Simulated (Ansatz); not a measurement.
# Ga: response to strain

Ga is deformed so: equal xx and yy strain of -1 %. What stress and forces result, by LAPW, PAW and all-electron datasets made for the crystal?

Method: DFT LDA, scalar-relativistic, in Ansatz 0.2.0.

**1. The starting structure**

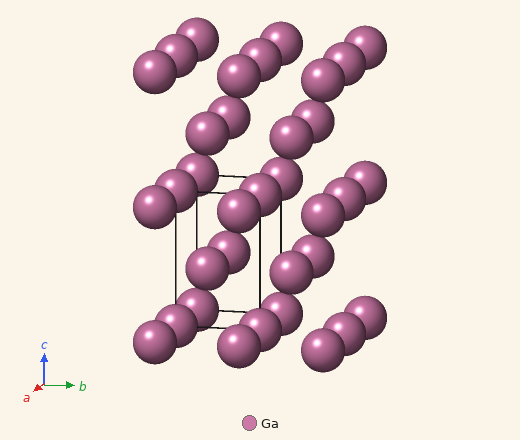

The starting structure, seen slightly off an axis (gallium pink). 2×2×2 cells are drawn. Atoms on the faces are drawn again on the opposite ones. The cell drawn here is the conventional one.

As a file:

```cif
data_structure
_symmetry_space_group_name_H-M 'I4/mmm'
_symmetry_Int_Tables_number 139
_cell_length_a 2.8080
_cell_length_b 2.8080
_cell_length_c 4.4580
_cell_angle_alpha 90.000
_cell_angle_beta 90.000
_cell_angle_gamma 90.000
_cell_volume 35.15
loop_
_atom_site_label
_atom_site_type_symbol
_atom_site_symmetry_multiplicity
_atom_site_Wyckoff_symbol
_atom_site_fract_x
_atom_site_fract_y
_atom_site_fract_z
_atom_site_occupancy
Ga1 Ga 2 a 0.00000 0.00000 0.00000 1
```

The file gives the conventional cell by its symmetry; the runs use the cell typed in the input.

**2. The deformed structure**

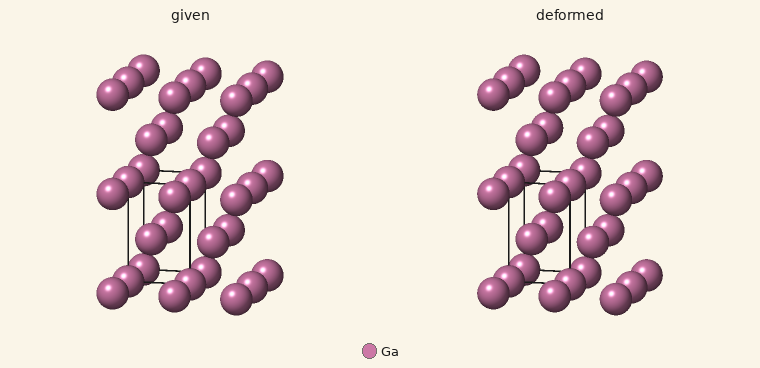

Given and deformed, at one scale.

Space group I4/mmm before, I4/mmm after.

**3. Full-potential LAPW**

input.yaml

```yaml
crystal:
  lattice:
    - [-1.38996, 1.38996, 2.229]
    - [1.38996, -1.38996, 2.229]
    - [1.38996, 1.38996, -2.229]
  atoms:
    - { symbol: Ga, position: [0.0, 0.0, 0.0] }
kpoints:
  mp_grid: { grid: [14, 14, 16] }
  band_path:
    path:
      - [0.0, 0.0, 0.0]
      - [0.0, 0.0, 0.5]
      - [0.25, 0.25, 0.25]
      - [0.0, 0.5, 0.0]
      - [0.0, 0.0, 0.0]
      - [0.5, 0.5, -0.5]
      - [0.3472130293, 0.6527869707, -0.3472130293]
      - [-0.3472130293, 0.3472130293, 0.3472130293]
      - [0.0, 0.0, 0.0]
    npoints: 5
scf:
  occupations: { method: fermi_dirac, width: 0.05 }
hamiltonian:
  xc: lda
  pseudopotentials: { kind: all_electron, lapw: { basis_error: 0.00025 } }
output:
  forces: true
  stress: true
  eigenvalues: true
```

The run is started by

```console
> ansatz run input.yaml --threads 1 --pin off --max-ram 3072MiB --backend cpu --events-out ev --progress --plain --runs-dir out
```

Log, cut to the lines that bear on the results:

```text
Warning: crystal.symmetry: narrowed to the stabiliser of the k-point mesh — unitary ops 16 → 4; excluded 12 operations that carry a point of the 14×14×16 mesh (shift [0, 0, 0]) off the mesh (the run samples exactly the mesh kpoints.mp_grid names, as under crystal.symmetry.detect: false, [...]
LAPW: plane waves up to 8.496 Å⁻¹, error target 2.5e-4 eV per atom; small_component_spin mean_spin; Ga in spheres of 1.390 Å, 21 of its electrons in bands, Dirac shells []
[...]
Pseudopotentials: kind: all_electron
Pseudopotential: Ga, LAPW, valence charge 21, Koelling and Harmon's equation, gaussian nucleus
Functional definition: SPW92
[...]
Crystal: 1 atoms, lattice volume = 17.226 Å³
Basis set: ecut = 275.01326298685217 eV, 171 PW (Γ), FFT grids on a1+a3, a2+a3, a3, exchange–correlation at level 2
Bands: 15, of which v1, the nominal top of the filled ones, is band 11 counted from 1 (10 counted from 0)
Symmetry: 4 space group operations
k-points: 849 of 3136
[...]
SCF iter   1: F=—  HF=-52823.923426 eV  |F-HF|=—  |Δ(HF+E_count)|=         —  Δρ=9.59e-3  dr2=8.88e-3  ethr=4.21e-5  ⟨swp⟩=3.3  Hψ=89385  notcnv=0
[...]
SCF iter   7: F=-52823.877605 eV  HF=-52823.877605 eV  |F-HF|=9.97e-10  |Δ(HF+E_count)|=   5.47e-8  Δρ=1.20e-5  dr2=2.92e-8  ethr=3.72e-9  ⟨swp⟩=2.0  Hψ=36083  notcnv=0
[...]
NSCF: frozen V_eff on 41 k-points
SCF converged after 7 iterations
Free energy (F): -52823.877605 eV
[...]
E sigma→0 (E₀):  -52823.876272 eV
Entropy (-TS):   -0.002666 eV (-2.666 meV/atom)
Fermi energy:    12.899192 eV
[...]
--- Forces (eV/Å), atoms counted from 1 ---
  atom   1  Ga    -0.00000000    -0.00000000     0.00000000
[...]
--- Stress (GPa, compression-positive) ---
       -0.213324      -0.024072       0.079995
       -0.024072      -0.213324       0.079995
        0.079995       0.079995      -0.745244
  P = ⅓ Tr σ = -0.3906 GPa (-3.906 kbar)
--- Band table (eV; the first three rows and the last of 849) ---
  k-point 0: bands = ["-129.9912", "-81.2213", "-81.2039", "-81.2038", "-2.2464", "-2.0916", "-2.0916", "-2.0783", "-1.9203", "1.1256", "25.9921", "26.0105", "26.0106", "29.3717", "29.6402"]
[...]
```

Run time: 2 min. Hardware: 1 thread of Arm Neoverse N1, shared host; peak memory 0.83 GiB.

This run gives: pressure -0.39 GPa; no gap.

**4. PAW with frozen cores**

input.yaml

```yaml
crystal:
  lattice:
    - [-1.38996, 1.38996, 2.229]
    - [1.38996, -1.38996, 2.229]
    - [1.38996, 1.38996, -2.229]
  atoms:
    - { symbol: Ga, position: [0.0, 0.0, 0.0] }
kpoints:
  mp_grid: { grid: [14, 14, 16] }
scf:
  occupations: { method: fermi_dirac, width: 0.05 }
hamiltonian:
  xc: lda
  pseudopotentials: { kind: paw }
output:
  forces: true
  stress: true
  eigenvalues: true
  efg: { contact_densities: true }
```

The run is started by

```console
> ansatz run input.yaml --threads 1 --pin off --max-ram 3072MiB --backend cpu --events-out ev --progress --plain --runs-dir out
```

Log, cut to the lines that bear on the results:

```text
Warning: crystal.symmetry: narrowed to the stabiliser of the k-point mesh — unitary ops 16 → 4; excluded 12 operations that carry a point of the 14×14×16 mesh (shift [0, 0, 0]) off the mesh (the run samples exactly the mesh kpoints.mp_grid names, as under crystal.symmetry.detect: false, [...]
Pseudopotentials: kind: paw
Pseudopotential: Ga, paw, valence charge 13, recommended cutoff 420 eV (normal)
Functional definition: SPW92
[...]
Crystal: 1 atoms, lattice volume = 17.226 Å³
Basis set: ecut = 420 eV, 339 PW (Γ)
Bands: 11, of which v1, the nominal top of the filled ones, is band 7 counted from 1 (6 counted from 0)
Symmetry: 4 space group operations
k-points: 849 of 3136
[...]
SCF iter   1: F=—  HF=-3706.937619 eV  |F-HF|=—  |Δ(HF+E_count)|=         —  Δρ=6.13e-3  dr2=2.18e-3  ethr=1.77e-3  ⟨swp⟩=5.1  Hψ=56087  notcnv=0
[...]
SCF iter   6: F=-3706.936651 eV  HF=-3706.936651 eV  |F-HF|=6.64e-11  |Δ(HF+E_count)|=   2.62e-9  Δρ=1.91e-6  dr2=2.53e-10  ethr=2.70e-11  ⟨swp⟩=2.4  Hψ=32478  notcnv=0
[...]
SCF converged after 6 iterations
Free energy (F): -3706.936651 eV
[...]
E sigma→0 (E₀):  -3706.935318 eV
Entropy (-TS):   -0.002666 eV (-2.666 meV/atom)
Fermi energy:    10.640813 eV
[...]
--- Forces (eV/Å), atoms counted from 1 ---
  atom   1  Ga     0.00000000     0.00000000     0.00000000
[...]
--- Stress (GPa, compression-positive) ---
       -0.261207      -0.019519       0.080038
       -0.019519      -0.261207       0.080038
        0.080038       0.080038      -0.792998
  P = ⅓ Tr σ = -0.4385 GPa (-4.385 kbar)
--- PAW observables at the nuclei: V_zz in 10²¹ V/m², potentials from the cell's mean, atoms counted from 1 ---
  atom   1  Ga V_zz =    +2.394176   η = 0.0081   by run symmetry: allowed
            electrostatic potential = -4134.411924 V   contact ρ = 186495.359089 e/Å³
--- Band table (eV; the first three rows and the last of 849) ---
  k-point 0: bands = ["-4.5197", "-4.3657", "-4.3657", "-4.3527", "-4.1941", "-1.1299", "23.7289", "23.7472", "23.7473", "27.1139", "27.3747"]
[...]
```

It took 17 s on 1 thread of Arm Neoverse N1, shared host; peak memory 0.45 GiB.

This run gives: pressure -0.44 GPa; no gap; Vzz Ga 2.4 (10²¹ V/m²).

**5. All-electron PAW on datasets made for the crystal**

Changes to input.yaml since step 4:

```diff
@@ -13,3 +13,3 @@
   xc: lda
-  pseudopotentials: { kind: paw }
+  pseudopotentials: { kind: all_electron, datasets: crystal }
 output:
```

The run is started by

```console
> ansatz run input.yaml --threads 1 --pin off --max-ram 3072MiB --backend cpu --events-out ev --progress --plain --runs-dir out
```

Log, cut to the lines that bear on the results:

```text
Warning: crystal.symmetry: narrowed to the stabiliser of the k-point mesh — unitary ops 16 → 4; excluded 12 operations that carry a point of the 14×14×16 mesh (shift [0, 0, 0]) off the mesh (the run samples exactly the mesh kpoints.mp_grid names, as under crystal.symmetry.detect: false, [...]
Pseudopotentials: kind: all_electron
Pseudopotential: Ga, paw, valence charge 13, recommended cutoff 240 eV (normal), Koelling and Harmon's equation, gaussian nucleus
Functional definition: SPW92
[...]
Crystal: 1 atoms, lattice volume = 17.226 Å³
Basis set: ecut = 240 eV, 145 PW (Γ)
Bands: 11, of which v1, the nominal top of the filled ones, is band 7 counted from 1 (6 counted from 0)
Symmetry: 4 space group operations
k-points: 849 of 3136
[...]
SCF iter   1: F=—  HF=-52823.890574 eV  |F-HF|=—  |Δ(HF+E_count)|=         —  Δρ=1.65e-2  dr2=4.94e-2  ethr=3.80e-4  ⟨swp⟩=3.5  Hψ=53380  notcnv=0
[...]
Past the cutoffs: a stress includes 0.0015 GPa for waves and charges beyond them, in addition to the slope of what the spheres take
In the spheres:  the bands' charges fall short by 1.0e-5 e at most (sound up to 1e-3)
Fermi energy:    12.899158 eV
[...]
  The terms above E_closure are by the made datasets' own strengths, without shells solved beside the bands.
--- Forces (eV/Å), atoms counted from 1 ---
  atom   1  Ga     0.00000000     0.00000000     0.00000000
[...]
--- Stress (GPa, compression-positive) ---
       -0.212198      -0.024015       0.080011
       -0.024015      -0.212198       0.080011
        0.080011       0.080011      -0.744932
  P = ⅓ Tr σ = -0.3898 GPa (-3.898 kbar)
--- PAW observables at the nuclei: V_zz in 10²¹ V/m², potentials from the cell's mean, atoms counted from 1 ---
  atom   1  Ga V_zz =    +2.395770   η = 0.0097   by run symmetry: allowed
            electrostatic potential = -4130.983708 V   contact ρ = 186561.977283 e/Å³
--- Band table (eV; the first three rows and the last of 849) ---
  k-point 0: bands = ["-2.2468", "-2.0915", "-2.0914", "-2.0780", "-1.9208", "1.1256", "25.9922", "26.0104", "26.0105"]
[...]
```

Run time: 71 s. Hardware: 1 thread of Arm Neoverse N1, shared host; peak memory 0.61 GiB.

Read from it: pressure -0.39 GPa; no gap; Vzz Ga 2.4 (10²¹ V/m²).

**6. Stress and forces compared**

Stress (GPa, compression positive):

| method | xx | yy | zz | yz | xz | xy |
| --- | --- | --- | --- | --- | --- | --- |
| LAPW | -0.21 | -0.21 | -0.75 | 0.08 | 0.08 | -0.02 |
| PAW | -0.26 | -0.26 | -0.79 | 0.08 | 0.08 | -0.02 |
| crystal datasets | -0.21 | -0.21 | -0.74 | 0.08 | 0.08 | -0.02 |

| method | pressure (GPa) | Vzz Ga (10²¹ V/m²) | SCF cycles, all passes |
| --- | --- | --- | --- |
| LAPW | -0.39 | – | 7 |
| PAW | -0.44 | 2.39 | 6 |
| crystal datasets | -0.39 | 2.40 | 9 |

**7. Summary of results**

| quantity | value |
| --- | --- |
| pressure | LAPW -0.39, PAW -0.44, crystal datasets -0.39 GPa |
| largest shear or deviatoric stress (LAPW) | 0.35 GPa |

The largest part of the stress beyond the pressure is 0.35 GPa in size, in the zz component. No run of the undeformed cell stands beside it, so the pressure holds what the given cell had before the change. PAW: stress within 0.05 GPa of LAPW. Crystal datasets: stress within 0.01 GPa of LAPW. The k mesh doesn't keep the crystal's whole symmetry, which leaves small spurious terms.
